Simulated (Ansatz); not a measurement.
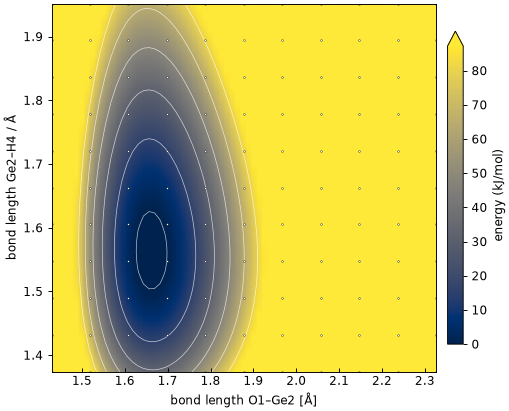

FGeH₂O, SMILES [O-][GeH2][F], charge −1. 
- Coordinates scanned: (1) bond length O1–Ge2; (2) bond length Ge2–H4.
- Nothing is relaxed (all other coordinates rigid).
- The scan uses an 11 × 11 grid.
- Points are written as (first, second).
- All energies are given in kJ/mol relative to the lowest grid point.
- All numbers below come from Ansatz, RHF/def2-SVPD.

In the figure: a smooth colour map with a few white contour lines, dots at the grid points, one colour for all values above the top of the scale. Between grid points the surface is interpolated.

Where is the minimum, and how stiff is the well along each coordinate?

The interpolated minimum is at bond length O1–Ge2 ≈ 1.662 Å, bond length Ge2–H4 ≈ 1.562 Å. The curvatures there are about 44 eV/Å² and 16 eV/Å², with a cross term of about 1 eV/Å². Round the minimum the two coordinates are nearly uncoupled. (1 eV is 96.5 kJ/mol.)
